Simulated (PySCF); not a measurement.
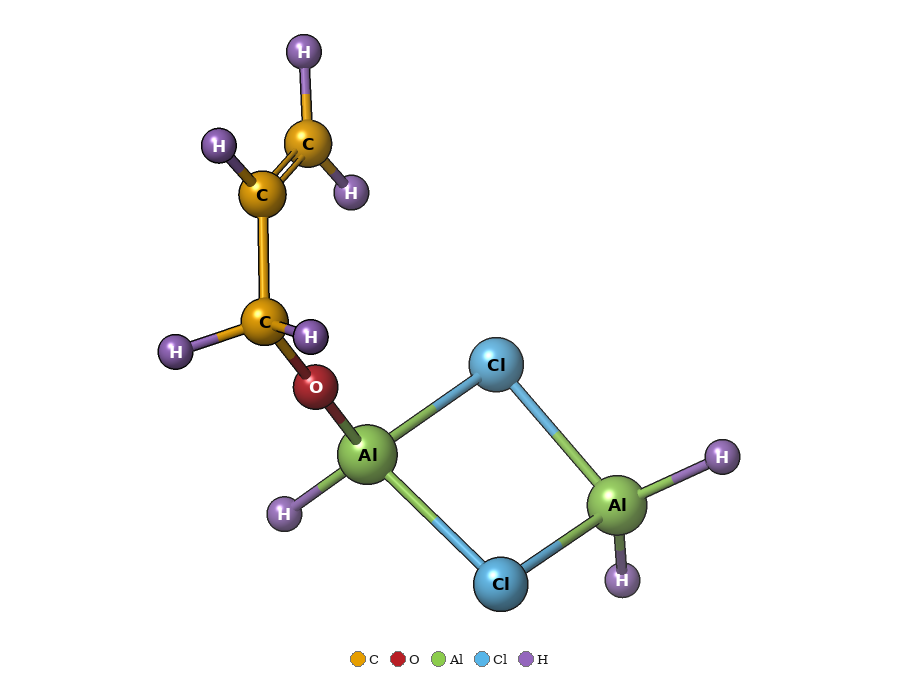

Computed geometry: GFN2-xTB optimisation. No frequency run is at hand to confirm it as a minimum. Level of theory: PBE0/pcSseg-1, gas phase (PySCF 2.14.0).

Question: Give the LUMO energy (Kohn–Sham orbital) at this level.

Answer: −0.30 eV.

Question: What is the dipole moment?

Answer: 1.60 D.

Question: What is the HOMO energy (Kohn–Sham orbital)?

Answer: −7.56 eV.

The geometry is semi-empirical. Around Al such bond lengths and angles can be off by a tenth of an ångström or more and by several degrees, and values that hang on the shape move with them.
